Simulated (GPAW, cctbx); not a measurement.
# How far are the atoms of Ga4Sb3P from free atoms?

Question: by how much does bonding change the structure factors of Ga4Sb3P?

The cell is our own: ordered zincblende alloy in the eight-atom cube, 3 of 4 P sites given to Sb. All numbers below are calculated.

## Step 1: Relax the structure

The density hangs on the geometry, so cell and atoms are relaxed first, with the symmetry held. The cutoff is set higher than for the density because stress converges slowly with plane waves.

Settings: GPAW 26.7.0, PBE, 650 eV, 4×4×4 k-points, Fermi–Dirac width 0.02 eV, BFGS to 0.02 eV/Å.

```text
cell
1.0
     6.042500000    0.000000000    0.000000000
     0.000000000    6.042500000    0.000000000
     0.000000000    0.000000000    6.042500000
Sb Ga P
3 4 1
Direct
0.000000000 0.000000000 0.500000000
0.000000000 0.500000000 0.000000000
0.500000000 0.000000000 0.000000000
0.250000000 0.250000000 0.750000000
0.250000000 0.750000000 0.250000000
0.750000000 0.250000000 0.250000000
0.750000000 0.750000000 0.750000000
0.500000000 0.500000000 0.500000000
```

```console
$ OMP_NUM_THREADS=1 mpirun -n 4 gpaw python run.py > gpaw.log
```

```text
BFGS:    0      -31.332912        1.252315
BFGS:    1      -31.417846        1.105533
BFGS:    2      -31.692096        0.137638
BFGS:    3      -31.695693        0.017304
cell  6.0511 6.0511 6.0511  90.00 90.00 90.00
volume 221.560 A^3, largest force 0.010 eV/A, largest stress 0.07 GPa
```

After 3 steps the volume has changed by +0.4 % and the energy by -0.363 eV; the largest stress left is 0.07 GPa. It took 57 s on 4 cores of AMD EPYC 7B13 (Zen 3) (shared host), peak memory 1.1 GiB.

Relaxed structure: P-43m (no. 215), a = 6.0511 Å, b = 6.0511 Å, c = 6.0511 Å, α = 90.00°, β = 90.00°, γ = 90.00°.

```
atom  mult.       x       y       z
 Sb1      3       0       0     1/2
 Ga1      4  0.2631  0.2631  0.7369
  P1      1     1/2     1/2     1/2
```

## Step 2: The all-electron density

X-rays see the whole electron density, so the PAW density is rebuilt with its core regions. Subtracting spherical free atoms from the same code cancels the cores and leaves the deformation density Δρ, the part due to bonding.

Settings: PBE, 600 eV, 4×4×4 k-points, Fermi–Dirac width 0.02 eV; primitive cell of 8 atoms.

```console
$ OMP_NUM_THREADS=1 mpirun -n 4 gpaw python run.py > gpaw.log
```

```text
|iter:   1|       0s |  -31.834806 | +0.57 |       |
|iter:   2|       1s |  -31.850509 | -1.58 | -1.20 |
|iter:   3|       3s |  -31.820533c| -2.12 | -1.23 |
...
|iter:   9|      10s |  -31.693338c| -6.27 | -4.17c|
|iter:  10|      11s |  -31.693339c| -7.30 | -4.80c|
|iter:  11|      12s |  -31.693339c| -7.61c| -5.27c|
```

```text
grid (70, 70, 70)  electrons 292.000  moved by bonding 1.789 e
deformation density beyond 0.5 A of the nuclei: max 0.131, min -0.076 e/A^3
atom        x       y       z   Voronoi charge  moment
Sb1    0.0000  0.0000  0.5000     -0.034       0.00
Sb2    0.0000  0.5000  0.0000     -0.034       0.00
Sb3    0.5000  0.0000  0.0000     -0.034       0.00
Ga4    0.2631  0.2631  0.7369      0.065       0.00
Ga5    0.2631  0.7369  0.2631      0.065       0.00
Ga6    0.7369  0.2631  0.2631      0.065       0.00
Ga7    0.7369  0.7369  0.7369      0.065       0.00
P 8    0.5000  0.5000  0.5000     -0.158       0.00
mean inner potential of superposed free atoms 14.452 V
total magnetic moment 0.000 muB
```

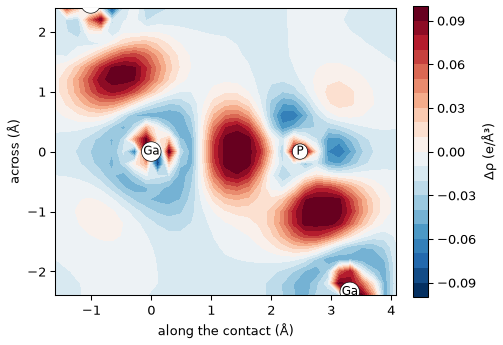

Deformation density in a plane through the shortest contact of the Ga atom at the origin; red gains electrons, blue loses them.

P gains most (-0.16 e) and Ga loses most (+0.07 e), as electronegativity suggests. Such charges fall far short of formal ones, since overlapping free atoms already put density on their neighbours. Along the shortest contact from the Ga atom at the map's origin, Ga–P at 2.48 Å, Δρ is +0.12 e/Å³ at the midpoint and highest, +0.13, 1.43 Å from Ga (points within 0.5 Å of a nucleus left out): a bond charge, the mark of covalency, pulled towards P. At the midpoints of other shortest contacts it is +0.10 (Sb–Ga, 2.67 Å) e/Å³. Point values carry grid noise of about 0.01 e/Å³. The run needed 11 iterations, 21 s.

## Step 3: From the density to structure factors

The Fourier components of Δρ, added to those of the free atoms, give the static X-ray structure factors; the Mott–Bethe relation turns them into the Fourier components V of the potential that fast electrons feel.

```text
static structure factors of the conventional cell: F in electrons, V (Mott-Bethe) in volts
   h  k  l      d  |F| table  |F| free   |F| DFT   change   |V| free  |V| DFT  change %
   0  1  0  6.0511    25.003    25.008    25.001   -0.007     0.610    0.615      0.8
   0  1  1  4.2788    32.808    32.810    32.767   -0.043     0.891    0.907      1.8
   1  1  1  3.4936   180.533   180.649   181.238    0.589     6.939    6.790     -2.2
   0  2  0  3.0255    37.105    37.124    37.334    0.210     1.619    1.579     -2.5
   0  2  1  2.7061    39.444    39.434    39.330   -0.104     1.002    1.018      1.6
   1  2  1  2.4704    35.139    35.120    34.984   -0.137     0.874    0.892      2.0
   0  2  2  2.1394   219.081   218.833   218.400   -0.433     6.613    6.654      0.6
   1  2  2  2.0170    21.545    21.557    21.578    0.021     0.399    0.398     -0.4
   0  3  0  2.0170    51.567    51.469    51.361   -0.108     1.247    1.256      0.7
   0  3  1  1.9135    30.163    30.141    30.134   -0.007     0.632    0.633      0.1
   1  3  1  1.8245   147.111   146.868   146.322   -0.546     4.070    4.107      0.9
   2  2  2  1.7468    32.963    33.354    33.317   -0.037     0.985    0.990      0.5
   0  3  2  1.6783     6.159     6.247     6.280    0.033     0.007    0.009        -
   1  3  2  1.6172    28.230    28.190    28.231    0.041     0.581    0.579     -0.3
```

The largest X-ray change is +0.59 e on 111, 0.3 % of |F|. For electrons V goes as (Z − F)/g², so a change of F counts against Z − F, which is small at low angle and wherever the atoms' terms cancel: |V| of 020 moves by -2.5 % (1.62 to 1.58 V) against +0.6 % in |F|. The tabulated Hartree–Fock atoms differ from the free DFT atoms by up to 0.39 e, so the choice of reference atom matters too.

## Step 4: Answer

Bonding moves 1.79 e in the primitive cell of Ga4Sb3P and changes the structure factors of the conventional cell in the table above by at most 0.59 e (111, 0.3 %), and among reflections above 2 % of the strongest by up to 0.6 % (020). The shortest bond, Ga–P, has Δρ = +0.12 e/Å³ at its midpoint, a covalent bond charge. Limits: static density, frozen cores, no spin–orbit coupling.

[Outputs are excerpts: Python notices, other lines and further rows are left out; steps that failed or that the build refused (PBEsol, TPSS) are not shown.]

[Logs are printed without paths, hosts, clocks, repeated set-up lines and the standing remarks that a program may print on its own settings, such as how far it seeks lower states.]
